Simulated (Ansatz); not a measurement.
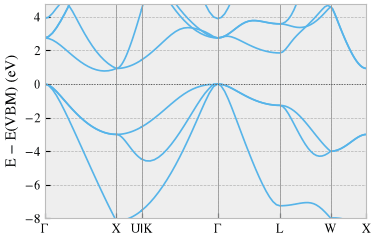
Fig. 1. Band structure from r²SCAN (plane waves, PAW; program Ansatz)

Read off the gap and where the band edges lie.

About 0.8 eV (0.77 eV by a search for the band edges); maximum at Γ, minimum on the Γ–X line, 84 % of the way from Γ.

Which compound is it?
(A) Ge, diamond
(B) Si, diamond
(C) CdTe, zinc blende
(D) SnTe, rock salt

B, Si, diamond

Space group Fd-3m (diamond). Symmetry was held in the r²SCAN relaxation.

Potentials: the earlier of the program's two PAW sets.
